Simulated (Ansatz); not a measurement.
**Sc (hcp, Mg type): scan of one atom of the cell**

Starting cell, Sc (hcp, Mg type):

```yaml
crystal:
  lattice:
    - [3.31943, 0.00000, 0.00000]
    - [-1.65971, 2.87471, 0.00000]
    - [0.00000, 0.00000, 5.16637]
  atoms:
    - { symbol: Sc, position: [0.33333, 0.66667, 0.75000] }
    - { symbol: Sc, position: [0.66667, 0.33333, 0.25000] }
```

In each cell atom 1 (Sc, nearest neighbour Sc at 3.216 Å; its periodic images, 3.3 Å or more away, move with it) moves by s·(1.000, 0.000, 0.000) (along Cartesian x), the rest being held.

Method: PBE (plane waves to 420 eV, PAW, scalar-relativistic; Ansatz, an electronic-structure program). k mesh 13×13×7 (Γ-centred), Fermi-Dirac smearing 0.05 eV. The energy includes the smearing's −TS. With partly filled bands, energies and forces of such displacements shift with the k mesh and the smearing. F⊥ is the part of the force across the line. Sc is run without spin polarisation. Sc was relaxed with its symmetry unable to fall. The zero of ΔE is the undisplaced structure.

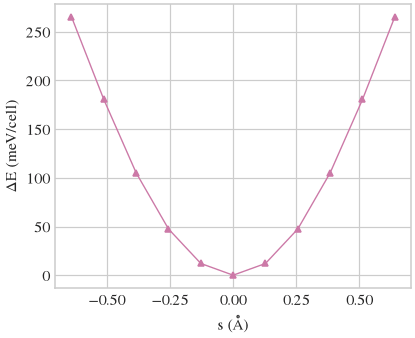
Fig. 1. ΔE (meV/cell) against s (Å); one marker a computed point.

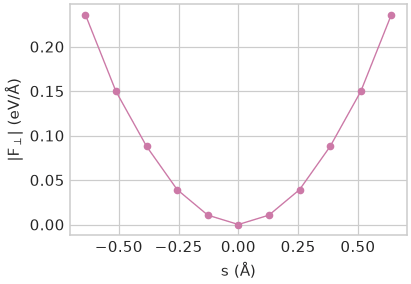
*|F⊥| (eV/Å) against s (Å); one marker a computed point.*

The force along the line at s = -0.640 Å comes out as 0.674 eV/Å. The force constant k = d²E/ds² at s = 0 (finite differences) comes out as 1.47 eV/Å². Harmonic estimate at the end of the scan: ½ks² = 301 meV/cell against the computed 265 meV/cell, so the well is softer than harmonic there. Symmetry of the curve: even: the same for both signs. Shape of the curve: a single well with its minimum at or next to zero displacement.

The forces along the line at the two nearest points give (0.187 − (-0.187)) / (2·0.128) = 1.46 eV/Å²; the next pair corrects for the finite step.

(A displaced cell: forces are minus the slopes of the energy, force constants its curvatures, and phonons follow from these.)
